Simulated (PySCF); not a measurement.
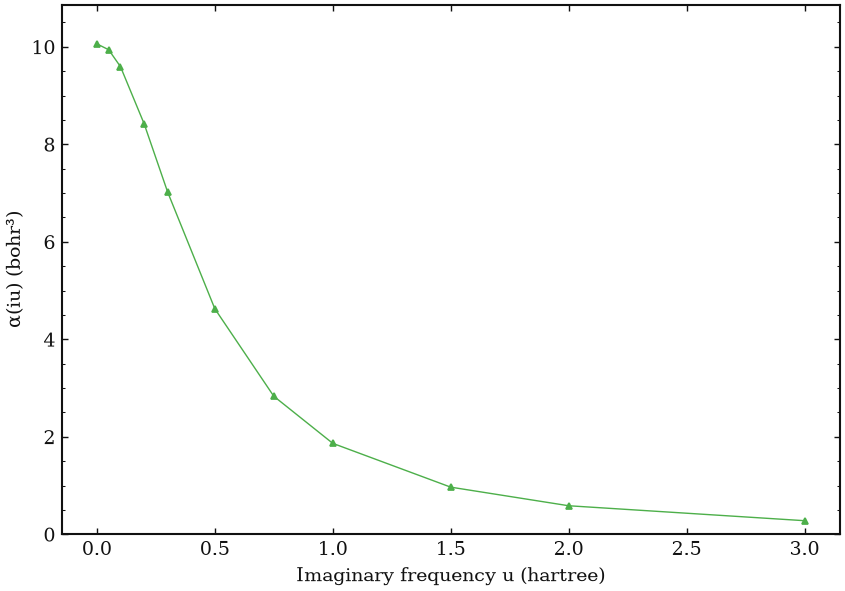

Dipole polarisability at imaginary frequency of Ge²⁺ ([Ar] 3d¹⁰ 4s²). Coupled response at the PBE level; PySCF, aug-cc-pVDZ-DK, spin-free X2C-1e, unrestricted single determinants, no spin-orbit coupling.

Question: Give the static polarisability, its fall-off and C₆.

Answer: The static dipole polarisability is 10.1 bohr³; α(iu) falls to half of it near u = 0.46 hartree. The Casimir–Polder integral gives C₆ = 35.2 hartree bohr⁶ for two such species.
